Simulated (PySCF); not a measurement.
C$_{2}$H$_{7}$BF$_{2}$Si: core-level calculation

System: C$_{2}$H$_{7}$BF$_{2}$Si.
Method: delta-SCF UKS PBE0, pcX-2 on the ionised atom, pcseg-1 elsewhere, spin-free X2C (PySCF 2.14.0).

Figures and captions count atoms from 1; the log counts them from 0 in places.

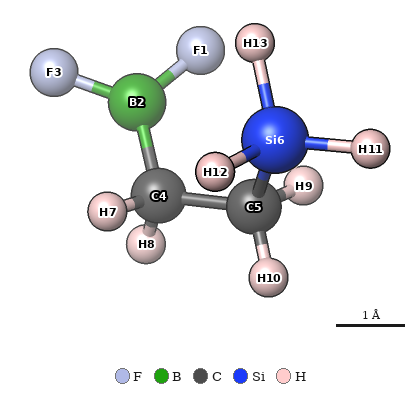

The input geometry (ball-and-stick view, seen at a tilt; atoms are numbered from 1 in the order of the input). Bond lengths as drawn: B–C 1.56 Å, B–F 1.32 Å, C–C 1.53 Å, C–H 1.10 to 1.11 Å, C–Si 1.89 Å and H–Si 1.49 to 1.50 Å.

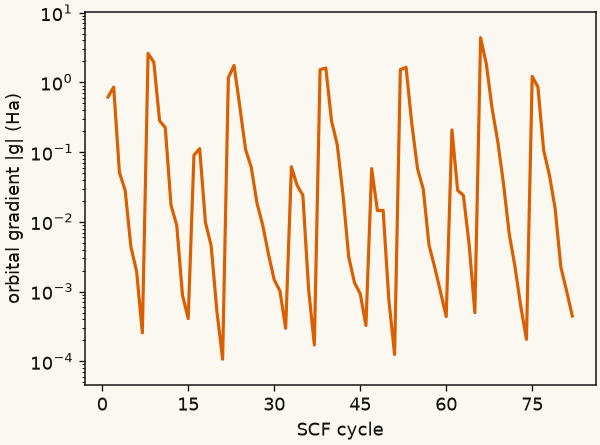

Convergence of the self-consistent field: orbital gradient |g| against the SCF cycle. All cycles printed in the log are drawn one after another.

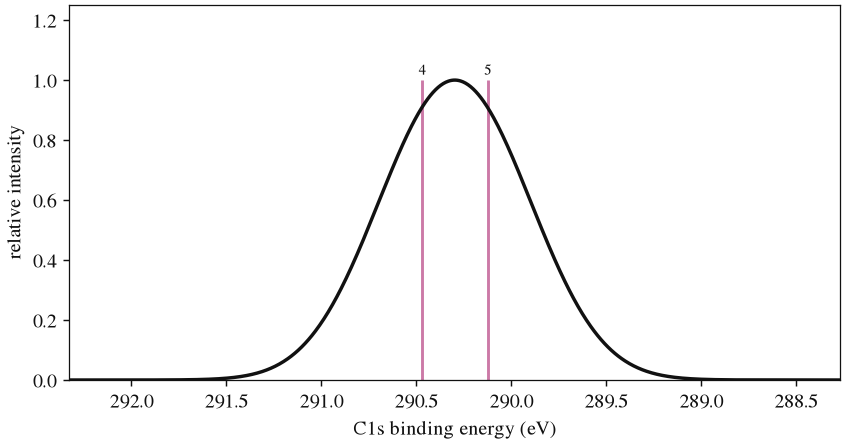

C1s binding energies by ΔSCF of the atoms computed, labelled by atom number, with a Gaussian envelope of 0.8 eV full width. They run from 290.12 eV (atom 5) to 290.47 eV (atom 4).

The input and output of the run follow.

### Input file
```
{"job": {"kind": "xps", "xc": "PBE0"}, "charge": 0, "multiplicity": 1}
F     -1.555759     1.756764    -0.456465
B     -1.629210     0.804668     0.457529
F     -2.341616     1.082333     1.535215
C     -0.964232    -0.593686     0.248242
C      0.220773    -0.620396    -0.720971
Si     1.765604     0.220458    -0.033907
H     -0.706079    -1.022103     1.231508
H     -1.785778    -1.237524    -0.126196
H     -0.044266    -0.119199    -1.667102
H      0.490641    -1.655912    -0.987600
H      2.864165     0.238381    -1.046840
H      2.242842    -0.501213     1.187317
H      1.444335     1.628517     0.361072
```

The first line tells a small driver script what to run in PySCF; the rest is the geometry in Å.

Command:
```bash
OMP_NUM_THREADS=1 python <driver script> task.json out
```

### Log
```
ground state, core basis on atom 0 (F), 154 functions
  cycle   1  E = -594.81367429  |g| = 6.16e-01
  cycle   2  E = -594.76677186  |g| = 8.55e-01
  cycle   3  E = -594.87953435  |g| = 5.08e-02
  cycle   4  E = -594.87989454  |g| = 2.84e-02
  cycle   5  E = -594.88006003  |g| = 4.39e-03
  cycle   6  E = -594.88006289  |g| = 1.94e-03
  cycle   7  E = -594.88006425  |g| = 2.55e-04
  E(ground) = -594.87998448 Eh
hole in F 1s of atom 0
  cycle   1  E = -568.53802498  |g| = 2.60e+00
  cycle   2  E = -568.70259331  |g| = 1.95e+00
  cycle   3  E = -569.40522911  |g| = 2.83e-01
[... 5 cycles left out ...]
  E(ion) = -569.42711920 Eh   <S^2> = 0.7549   hole on atom = 1.000   binding energy = 692.608 eV
ground state, core basis on atom 1 (B), 154 functions
[... 6 cycles left out ...]
  E(ground) = -594.83272104 Eh
hole in B 1s of atom 1
[... 11 cycles left out ...]
  E(ion) = -587.51301692 Eh   <S^2> = 0.7730   hole on atom = 1.000   binding energy = 199.179 eV
ground state, core basis on atom 3 (C), 154 functions
[... 5 cycles left out ...]
  E(ground) = -594.82887524 Eh
hole in C 1s of atom 3
[... 9 cycles left out ...]
  E(ion) = -584.15421717 Eh   <S^2> = 0.7625   hole on atom = 1.000   binding energy = 290.472 eV
ground state, core basis on atom 4 (C), 154 functions
[... 5 cycles left out ...]
  E(ground) = -594.82951551 Eh
hole in C 1s of atom 4
[... 9 cycles left out ...]
  E(ion) = -584.16769300 Eh   <S^2> = 0.7634   hole on atom = 1.000   binding energy = 290.123 eV
ground state, core basis on atom 5 (Si), 165 functions
[... 5 cycles left out ...]
  E(ground) = -594.89442735 Eh
hole in Si 1s of atom 5
[... 7 cycles left out ...]
  cycle   8  E = -527.11807638  |g| = 6.18e-04
  cycle   9  E = -527.11807739  |g| = 2.06e-04
  E(ion) = -527.11773369 Eh   <S^2> = 0.7519   hole on atom = 1.000   binding energy = 1844.298 eV
hole in Si 2p of atom 5
  cycle   1  E = -590.65282111  |g| = 1.22e+00
  cycle   2  E = -590.75230060  |g| = 8.59e-01
  cycle   3  E = -590.97078899  |g| = 1.06e-01
  cycle   4  E = -590.97645779  |g| = 4.70e-02
  cycle   5  E = -590.97751843  |g| = 1.55e-02
  cycle   6  E = -590.97764681  |g| = 2.24e-03
  cycle   7  E = -590.97764779  |g| = 1.02e-03
  cycle   8  E = -590.97764895  |g| = 4.46e-04
  E(ion) = -590.97731654 Eh   <S^2> = 0.7529   hole on atom = 1.002   binding energy = 106.590 eV
  2p3/2 = 106.394 eV   2p1/2 = 107.010 eV
```

### Summary

- outcome: converged
- hardware: 1 CPU thread, shared host
- wall time: 51 s
- peak memory: 0.69 GiB
